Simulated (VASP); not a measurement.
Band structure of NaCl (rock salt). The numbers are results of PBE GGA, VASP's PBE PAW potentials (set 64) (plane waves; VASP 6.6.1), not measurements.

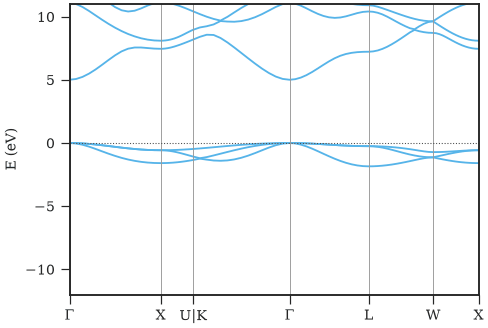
Figure: Bands along high-symmetry lines, zero at the valence-band maximum or, without a gap, the Fermi level

### Question
Read the plot: is there a gap, and where are the band edges?

### Answer
The gap is direct, 5.01 eV, from the valence maximum at Γ to the conduction minimum at Γ. (Edges off the drawn lines would not show.)

Measured: gap 8.97 eV (computed value off by -3.96 eV), as given by Wei Chen et al., Physical Review Materials (2018), doi:10.1103/physrevmaterials.2.073803.

The compound is NaCl in the rock salt structure. It was relaxed first.
